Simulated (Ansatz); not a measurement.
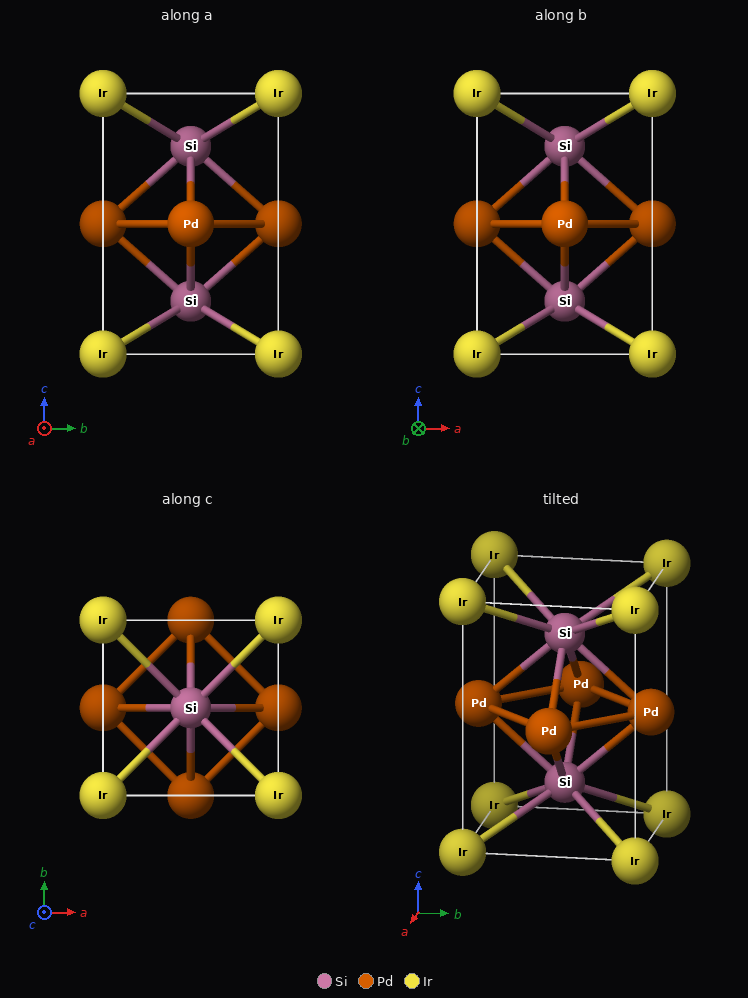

A ball-and-stick rendering, viewed along the a axis, along the b axis, along the c axis and slightly off an axis. Lines trace the edges of the conventional unit cell.

Lattice parameters: a = 3.7012 Å, b = 3.7012 Å, c = 5.4984 Å, α = 90.000°, β = 90.000°, γ = 90.000°.

Transcribe the picture into a CIF in P1 with every atom of the cell, with free fractional coordinates to two decimals.

Answer.
```cif
data_structure
_symmetry_space_group_name_H-M 'P 1'
_symmetry_Int_Tables_number 1
_cell_length_a 3.7012
_cell_length_b 3.7012
_cell_length_c 5.4984
_cell_angle_alpha 90.000
_cell_angle_beta 90.000
_cell_angle_gamma 90.000
_cell_volume 75.32
loop_
_atom_site_label
_atom_site_type_symbol
_atom_site_fract_x
_atom_site_fract_y
_atom_site_fract_z
_atom_site_occupancy
Si1 Si 0.50 0.50 0.80 1
Si2 Si 0.50 0.50 0.20 1
Pd1 Pd 0.50 0.00 0.50 1
Pd2 Pd 0.00 0.50 0.50 1
Ir1 Ir 0.00 0.00 0.00 1
```

Its origin is a structure type filled with these elements by a generator (whether the compound takes this form wasn't checked). This is the structure after a relaxation with DFT PBE, scalar-relativistic, plane waves, PAW in Ansatz 0.2.0.
